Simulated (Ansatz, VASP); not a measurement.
# CdS (Greenockite): VASP beside Ansatz

Aim: how closely do two programs agree when they are given the same cell, functional and k mesh?

Program: Ansatz 0.2.0. Level of theory: plane waves, with VASP 6.6.1 beside it; single point at PBE and dielectric response at PBE. Results are calculated unless marked as measured.

The database entry behind the starting cell differs from later determinations by our own check (about 0.35 % long), so it need not match the best structure at ambient conditions.

## Step 1: Starting point

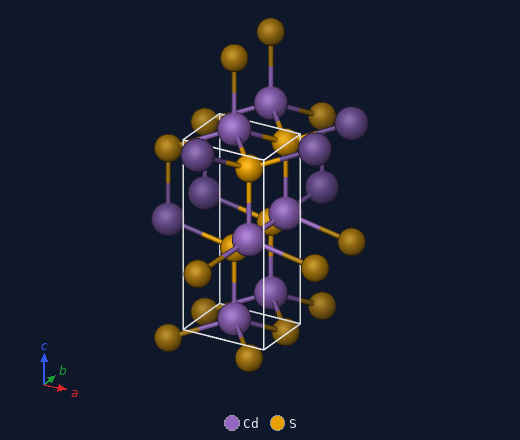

The starting structure, seen slightly off an axis (cadmium purple, sulfur orange). 1×2×1 cells are drawn. Some periodic images of atoms are drawn too.

## Step 2: Ansatz: single point, PBE

Ansatz runs on its default PAW (the set named soft_2) files.

With cell and atoms fixed, the geometry can't cause a difference; cores, projectors, grids and the points listed under the comparison can.

File input.yaml:

```yaml
crystal:
  lattice:
    - [4.15, 0.0, 0.0]
    - [-2.075, 3.5940054257, 0.0]
    - [0.0, 0.0, 6.737]
  atoms:
    - { symbol: Cd, position: [0.6666666667, 0.3333333333, 0.5] }
    - { symbol: Cd, position: [0.3333333333, 0.6666666667, 0.0] }
    - { symbol: S, position: [0.6666666667, 0.3333333333, 0.875] }
    - { symbol: S, position: [0.3333333333, 0.6666666667, 0.375] }
hamiltonian:
  xc: pbe
  pseudopotentials: { kind: paw }
kpoints:
  mp_grid: { grid: [6, 6, 4] }
scf:
  occupations: { method: gaussian, width: 0.05 }
  n_extra_bands: 5
output:
  forces: true
  stress: true
  eigenvalues: true
```

Run with:

```bash
$ ansatz run input.yaml --threads 2 --pin off --max-ram 4608MiB --backend cpu --events-out ev --progress --plain --runs-dir out
```

Numbers of over 12 decimals in the logs are rounded to 6 here.

Output:

```text
scf.n_extra_bands = 5 over 26 filled bands (N_el = 52.0): the run solves 31 bands
Engine: ansatz 0.2.0, aarch64-unknown-linux-gnu
Pseudopotentials: kind: paw
Pseudopotential: Cd, paw, valence charge 20, recommended cutoff 420 eV (normal), Cd.paw.azcp
Pseudopotential: S, paw, valence charge 6, recommended cutoff 420 eV (normal), S.paw.azcp
Functional definition: PBE
  parameter kappa = 0.804
  parameter beta = 0.066725
  exchange = pbe_x(kappa = kappa, mu = beta*pi^2/3)
  correlation = pbe_c(beta = beta)
Crystal: 4 atoms, lattice volume = 100.483 Å³
Basis set: ecut = 420 eV, 1973 PW (Γ), exchange–correlation on 60×60×96 points (8 copies of the dense FFT grid, shifted against one another)
Bands: 31, of which v1, the nominal top of the filled ones, is band 26 counted from 1 (25 counted from 0)
Symmetry: 12 space group operations
Space group: P63mc (ITA 186), of the structure as read, at distance tolerance 4.6e-5 Å
k-points: 21 of 144 (time reversal used)
Non-local potential: Cd, projectors of the file, l = 0: 3, l = 1: 2, l = 2: 2, l = 3: 1
Non-local potential: S, projectors of the file, l = 0: 2, l = 1: 2, l = 2: 2
PAW form: soft (Blöchl's): semilocal exchange-correlation on the pseudo side does not see the compensation charge
PAW one-centre angular grid: Cd, 590 points (default); XC on 64 Gauss nodes
PAW one-centre angular grid: S, 110 points (default); XC on 64 Gauss nodes
Initial density: superposition of atomic densities (neutral atoms: chi_scale 0, normalization atom), corrected by the library's trained network
Initial wavefunctions: pseudopotential atomic-orbital guess
Functional: x = pbe(κ = 0.804, μ = 0.219515), c = pbe(β = 0.066725)
SCF iter   1: F=—  HF=-18315.634514 eV  |F-HF|=—  |Δ(HF+E_count)|=         —  Δρ=5.93e-4  dr2=4.11e-4  ethr=1.77e-3  ⟨swp⟩=6.0  Hψ=2551  notcnv=0
preconditioner: auto → Resta (q_TF=auto, 2.445 Å⁻¹)  ε∞=4.9  [insulator: Δε(μ)=1.190 eV  Ē_g=11.278 eV  σ=0.050 eV  W_gap=1.00  n_scr=22 (ndim 8)  ℏωp=22.2 eV  f_vac=0.131  D(μ)=0.00/eV (n_scr^D=0)  ε∞_Penn≈4.9]
SCF iter   2: F=—  HF=-18315.636161 eV  |F-HF|=—  |Δ(HF+E_count)|=   1.65e-3  Δρ=2.99e-4  dr2=1.08e-4  ethr=7.91e-7  ⟨swp⟩=2.8  Hψ=1413  notcnv=0
SCF iter   3: F=—  HF=-18315.636220 eV  |F-HF|=—  |Δ(HF+E_count)|=   5.90e-5  Δρ=1.10e-4  dr2=1.01e-5  ethr=2.07e-7  ⟨swp⟩=2.0  Hψ=1005  notcnv=0
SCF iter   4: F=—  HF=-18315.636317 eV  |F-HF|=—  |Δ(HF+E_count)|=   9.75e-5  Δρ=4.15e-5  dr2=1.66e-6  ethr=1.95e-8  ⟨swp⟩=2.0  Hψ=1008  notcnv=0
SCF iter   5: F=—  HF=-18315.636321 eV  |F-HF|=—  |Δ(HF+E_count)|=   3.41e-6  Δρ=9.40e-6  dr2=1.09e-7  ethr=3.19e-9  ⟨swp⟩=2.0  Hψ=1008  notcnv=0
SCF iter   6: F=-18315.636321 eV  HF=-18315.636321 eV  |F-HF|=7.01e-9  |Δ(HF+E_count)|=   1.79e-7  Δρ=2.82e-6  dr2=1.12e-8  ethr=1.92e-10  ⟨swp⟩=7.1  Hψ=2815  notcnv=0
SCF 1 converged in 6 iterations: F = -18315.636321 eV  dr2 = 1.12e-8
  greatest PAW one-centre occupation: 1.000 electrons in one spin orbital (limit 2), on the Cd atom at site 1 (counted from 0), in its partial waves of l = 0
SCF converged after 6 iterations
Free energy (F): -18315.636321 eV
Harris-Foulkes:  -18315.636321 eV  (|F-HF|=7.01e-9)
Internal energy: -18315.636321 eV  (E = F + TS)
E sigma→0 (E₀):  -18315.636321 eV
Fermi energy:    7.331049 eV
--- Per-component energies (eV) ---
  E_band       = -1020.648534
  E_kinetic    = 1223.489536
  E_local      = -8071.810154  (includes V_loc(G=0)·N_el)
  E_nonlocal   = 124.357351
  E_hartree    = 3706.049162
  E_xc         = -547.682631
  E_vxc        = -618.079090  (∫ρ·V_xc dr)
  E_paw        = -9367.647391  (= ΣΔE_a)
  E_vpaw       = -1090.710222  (= ΣTr[D̂ρ^β])
  E_aug_tail   = 0.000032  (compensation charges beyond the density's cutoff)
  E_ewald      = -5382.392226
  E_smearing   = -0.000000  (= −TS)
  E_closure    = -0.000000  (closes the sum)
  Σ components = -18315.636321   (vs F -18315.636321, Δ=0.00e0)
--- Forces (eV/Å), atoms counted from 1 ---
  atom   1  Cd     0.00000000    -0.00000000    -0.06715554
  atom   2  Cd     0.00000000     0.00000000    -0.06715554
  atom   3  S     -0.00000000    -0.00000000     0.06715582
  atom   4  S     -0.00000000     0.00000000     0.06715582
  max |Σ_I F_I| component: 5.58e-7 eV/Å
--- Stress (GPa, compression-positive) ---
        1.867653       0.000000      -0.000000
        0.000000       1.867653       0.000000
       -0.000000       0.000000       2.490286
  P = ⅓ Tr σ = 2.0752 GPa (20.752 kbar)
--- Band table (eV; the first three rows and the last of 21) ---
  k-point 0: bands = [... 22 lower, 5.9772, 6.6896, 6.7325, 6.7325, 7.9281, 9.5230, 13.1917, 13.1917, ... 1 higher]
  k-point 1: bands = [... 22 lower, 6.0815, 6.0815, 6.6150, 6.6150, 8.8124, 9.5958, 13.0355, 13.2613, ... 1 higher]
  k-point 2: bands = [... 22 lower, 6.3416, 6.3416, 6.3416, 6.3416, 9.5733, 9.5733, 12.9041, 12.9041, ... 1 higher]
  k-point 20: bands = [... 22 lower, 4.3589, 4.3589, 5.6308, 5.6308, 11.1202, 11.1202, 12.8230, 12.8230, ... 1 higher]
```

The job ended after 2.6 s (2 threads of Arm Neoverse V1, shared host; peak memory 0.33 GiB).

In the SCF lines HF is the Harris–Foulkes energy and dr2 the Hartree energy of the density residual, in eV; the loop may stop once dr2 is under the threshold and the program's other checks hold. Hψ counts applications of the Hamiltonian.

The run ends at a pressure of 2.08 GPa, with forces up to 0.067 eV/Å.

## Step 3: VASP: single point, PBE

The same cell, functional, mesh and smearing now go to VASP, with its own data sets and cutoff.

Lines of VASP's logs that name or quote its potential files are left out, and so is its time.

File INCAR:

```
SYSTEM = CdS
PREC = Accurate
ENCUT = 400
EDIFF = 1E-07
NELM = 100
ISMEAR = 0
SIGMA = 0.05
LREAL = .FALSE.
ALGO = Normal
GGA = PE
NBANDS = 24
LORBIT = 11
LWAVE = .FALSE.
LCHARG = .FALSE.
KPAR = 4
```

File POSCAR:

```
CdS
1.0
    4.1500000000      0.0000000000      0.0000000000
   -2.0750000000      3.5940054257      0.0000000000
    0.0000000000      0.0000000000      6.7370000000
Cd S
2 2
Direct
    0.6666666667      0.3333333333      0.5000000000
    0.3333333333      0.6666666667      0.0000000000
    0.6666666667      0.3333333333      0.8750000000
    0.3333333333      0.6666666667      0.3750000000
```

File KPOINTS:

```
Automatic mesh
0
Gamma
6 6 4
0 0 0
```

PAW data sets: Cd and S (PBE family, release 64).

Run with:

```bash
$ mpirun -np 4 vasp_std
```

Output:

```text
[banner, memory and clock lines left out]
running    4 mpi-ranks, on    1 nodes
 distrk:  each k-point on    1 cores,    4 groups
 distr:  one band on    1 cores,    1 groups

 POSCAR found type information on POSCAR CdS
 POSCAR found :  2 types and       4 ions
 LDA part: xc-table for (Slater+PW92), standard interpolation
 POSCAR, INCAR and KPOINTS ok, starting setup
 FFT: planning ... GRIDC
 FFT: planning ... GRID_SOFT
 FFT: planning ... GRID
 WAVECAR not read
 entering main loop
       N       E                     dE             d eps       ncg     rms          rms(c)
DAV:   1     0.211545905247E+03    0.21155E+03   -0.15367E+04  1008   0.112E+03
DAV:   2    -0.310770064187E+01   -0.21465E+03   -0.20905E+03  1160   0.308E+02
DAV:   3    -0.132583828516E+02   -0.10151E+02   -0.10122E+02  1240   0.692E+01
DAV:   4    -0.133504548413E+02   -0.92072E-01   -0.92043E-01  1240   0.644E+00
DAV:   5    -0.133521463893E+02   -0.16915E-02   -0.16915E-02  1264   0.827E-01    0.112E+01
DAV:   6    -0.122825277720E+02    0.10696E+01   -0.22238E+00  1352   0.153E+01    0.887E+00
DAV:   7    -0.122642409516E+02    0.18287E-01   -0.80913E-01  1112   0.495E+00    0.398E+00
DAV:   8    -0.122604289002E+02    0.38121E-02   -0.10673E-01  1224   0.333E+00    0.548E-01
DAV:   9    -0.122588436241E+02    0.15853E-02   -0.18834E-02  1240   0.174E+00    0.163E-01
DAV:  10    -0.122590126814E+02   -0.16906E-03   -0.14961E-03  1208   0.407E-01    0.116E-01
DAV:  11    -0.122591192625E+02   -0.10658E-03   -0.22275E-04  1264   0.106E-01    0.103E-01
DAV:  12    -0.122591568403E+02   -0.37578E-04   -0.16282E-04  1112   0.749E-02    0.216E-02
DAV:  13    -0.122591613125E+02   -0.44722E-05   -0.16244E-05  1224   0.288E-02    0.660E-03
DAV:  14    -0.122591619297E+02   -0.61725E-06   -0.33136E-06  1120   0.177E-02    0.928E-03
DAV:  15    -0.122591616272E+02    0.30254E-06   -0.83601E-07  1256   0.468E-03    0.218E-03
DAV:  16    -0.122591616015E+02    0.25646E-07   -0.18439E-08   792   0.879E-04
   1 F= -.12259162E+02 E0= -.12259162E+02  d E =-.200099E-13
```

From OUTCAR (step 3):

```text
ion  position               nearest neighbor table
   1  0.667  0.333  0.500-   3 2.53   4 2.54   4 2.54   4 2.54
   2  0.333  0.667  0.000-   4 2.53   3 2.54   3 2.54   3 2.54
   3  0.667  0.333  0.875-   1 2.53   2 2.54   2 2.54   2 2.54
   4  0.333  0.667  0.375-   2 2.53   1 2.54   1 2.54   1 2.54

  LATTYP: Found a hexagonal cell.
 ALAT       =     4.1500000000
 C/A-ratio  =     1.6233734940

 Subroutine GETGRP returns: Found 12 space group operations
 (whereof  6 operations were pure point group operations)

The static configuration has the point symmetry C_3v.
 The point group associated with its full space group is C_6v.

 Found     21 irreducible k-points:

   k-points           NKPTS =     21   k-points in BZ     NKDIM =     21   number of bands    NBANDS=     24

   dimension x,y,z NGX =    28 NGY =   28 NGZ =   48
   dimension x,y,z NGXF=    56 NGYF=   56 NGZF=   96

   ENCUT  =  400.0 eV  29.40 Ry    5.42 a.u.   6.77  6.77 10.99*2*pi/ulx,y,z

   NELECT =      36.0000    total number of electrons

 k-points in reciprocal lattice and weights: Automatic mesh
   0.00000000  0.00000000  0.00000000       0.007
   0.16666667 -0.00000000  0.00000000       0.042
   0.33333333  0.00000000  0.00000000       0.042
   0.50000000 -0.00000000  0.00000000       0.021
   0.16666667  0.16666667  0.00000000       0.042
   0.33333333  0.16666667  0.00000000       0.083
   0.33333333  0.33333333  0.00000000       0.014
   0.00000000  0.00000000  0.25000000       0.014
   0.16666667 -0.00000000  0.25000000       0.083
[...]
0.33333333  0.16666667  0.50000000       0.083
   0.33333333  0.33333333  0.50000000       0.014

 average (electrostatic) potential at core
       1 -39.3610       2 -39.3610       3 -89.2395       4 -89.2395

 E-fermi :   1.4513

 k-point     1 :       0.0000    0.0000    0.0000
  band No.  band energies     occupation
    ...
     14       0.4508      2.00000
     15       0.4508      2.00000
     16       1.1658      2.00000
     17       1.2079      2.00000
     18       1.2079      2.00000
     19       2.4038      0.00000
     20       3.9968      0.00000
     21       7.6793      0.00000
     22       7.6793      0.00000
     23       8.0158      0.00000
    ...

 k-point     2 :       0.1667   -0.0000    0.0000
  band No.  band energies     occupation
    ...
     14      -0.5008      2.00000
     15       0.0167      2.00000
     16       0.1407      2.00000
     17       0.9647      2.00000
     18       1.0265      2.00000
     19       3.5443      0.00000
     20       4.8506      0.00000
     21       6.9722      0.00000
     22       8.0302      0.00000
     23       8.0351      0.00000
    ...

 k-point     3 :       0.3333    0.0000    0.0000
  band No.  band energies     occupation
    ...
     14      -1.7168      2.00000
     15      -1.2938      2.00000
     16      -0.3967      2.00000
     17       0.3922      2.00000
     18       0.6608      2.00000
     19       4.6294      0.00000
     20       5.2059      0.00000
     21       6.5817      0.00000
     22       7.4207      0.00000
     23       8.2710      0.00000
    ...

  Total        1.1285779      1.1285779      1.5346107      0.0000000      0.0000000      0.0000000
  in kB       17.9948720     17.9948720     24.4689557      0.0000000      0.0000000      0.0000000
  external PRESSURE =      20.1528999 kB  Pullay stress =       0.0000000 kB

  energy-cutoff  :      400.00
  volume of cell :      100.48
      direct lattice vectors                 reciprocal lattice vectors
     4.150000000  0.000000000  0.000000000     0.240963855  0.139120547  0.000000000
    -2.075000000  3.594005426  0.000000000     0.000000000  0.278241094  0.000000000
     0.000000000  0.000000000  6.737000000     0.000000000  0.000000000  0.148434021

 POSITION                                       TOTAL-FORCE (eV/Angst)
 -----------------------------------------------------------------------------------
      2.07500      1.19800      3.36850         0.000000      0.000000     -0.068843
     -0.00000      2.39600      0.00000         0.000000      0.000000     -0.068843
      2.07500      1.19800      5.89487        -0.000000     -0.000000      0.068843
     -0.00000      2.39600      2.52637         0.000000      0.000000      0.068843
 -----------------------------------------------------------------------------------
    total drift:                               -0.000000      0.000000     -0.000845

  FREE ENERGIE OF THE ION-ELECTRON SYSTEM (eV)
  ---------------------------------------------------
  free  energy   TOTEN  =       -12.2591616015 eV

  energy  without entropy=      -12.2591616015  energy(sigma->0) =      -12.25916160

 total charge
# of ion       s       p       d       tot
------------------------------------------
    1        0.423   0.319   9.562  10.303
    2        0.423   0.319   9.562  10.303
    3        1.323   2.399   0.000   3.722
    4        1.323   2.399   0.000   3.722
--------------------------------------------------
tot          3.492   5.436  19.123  28.051

[... 3 further parts left out ...]
```

The run ends at a pressure of 2.02 GPa, with forces up to 0.069 eV/Å.

## Step 4: Comparison

Known differences besides the PAW data sets themselves: the data sets hold 52 valence electrons in Ansatz (default PAW (the set named soft_2) files) and 36 in VASP; the cutoff is 420 eV in Ansatz and 400 eV in VASP; VASP leaves aspherical gradient terms in its spheres out (LASPH is not set), Ansatz keeps them. Total energies have different zeros and are not compared.

Compared:

```tsv
quantity	Ansatz	VASP	difference
pressure (GPa)	2.08	2.02	+0.06
gap on the k mesh (eV)	1.196	1.196	0.000
```

Forces (eV/Å; atoms numbered as in POSCAR):

```tsv
atom	Ansatz x, y, z	VASP x, y, z
Cd1	0.000, 0.000, -0.067	0.000, 0.000, -0.069
Cd2	0.000, 0.000, -0.067	0.000, 0.000, -0.069
S3	0.000, 0.000, 0.067	0.000, 0.000, 0.069
S4	0.000, 0.000, 0.067	0.000, 0.000, 0.069
```

The forces differ by 1.0 meV/Å r.m.s., which is 2.4 % of the r.m.s. force of 0.04 eV/Å (both taken over all components). Ansatz's pressure holds a Pulay correction of 0.04 GPa; VASP's holds none.

(Part 1 of 2 ends here.)

[Lines on the potential files, build, host, timing and source positions are cut from VASP's logs without a mark.]

[Logs are printed without paths, hosts, clocks, repeated set-up lines and the standing remarks that a program may print on its own settings, such as how far it seeks lower states.]

[Hosts, paths, dates, database ids (printed as entryN), source tags and the programs' standing remarks are cut or masked in the printed files.]
